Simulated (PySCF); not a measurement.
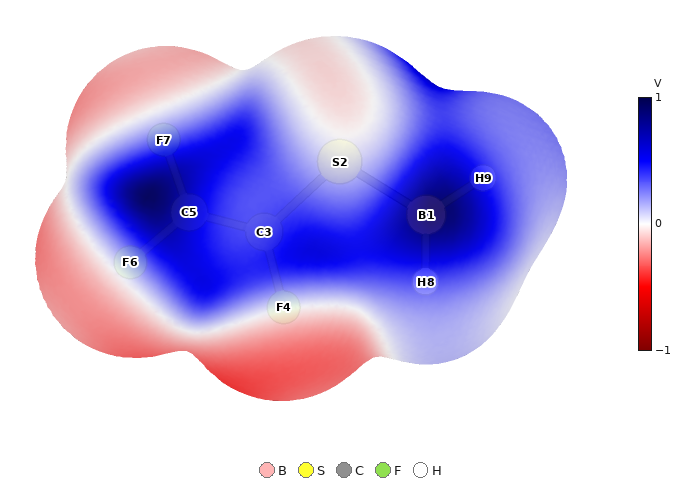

The picture shows: C2H2BF3S (SMILES BSC(F)=C(F)F). The electrostatic potential painted on the density surface at 0.001 e/bohr³, seen across its widest extent; red is negative and blue positive.

Geometry: GFN2-xTB.

These are results of PySCF 2.14.0, CAM-B3LYP/def2-SVPD, SCF density, gas phase, not measurements.

Input file:

```
{"job": {"kind": "uv", "xc": "CAM-B3LYP", "basis": "def2-SVPD", "nstates": 8, "ntriplets": 3}, "charge": 0, "multiplicity": 1}
B      1.952475     0.892795    -0.624266
S      0.221148     1.182671    -0.643719
C     -0.509699    -0.403094    -0.333250
F      0.284887    -1.479539    -0.293926
C     -1.820251    -0.562399    -0.152308
F     -2.422052    -1.721328     0.070930
F     -2.691632     0.431646    -0.170175
H      2.387265    -0.167972    -0.431111
H      2.611420     1.833215    -0.816224
```

Command:

```sh
OMP_NUM_THREADS=1 python probes_run.py task.json out
```

Describe the electrostatic potential map.

The most negative region (about −0.4 V) lies over F4, the most positive (about +0.9 V) over B1 and C5.
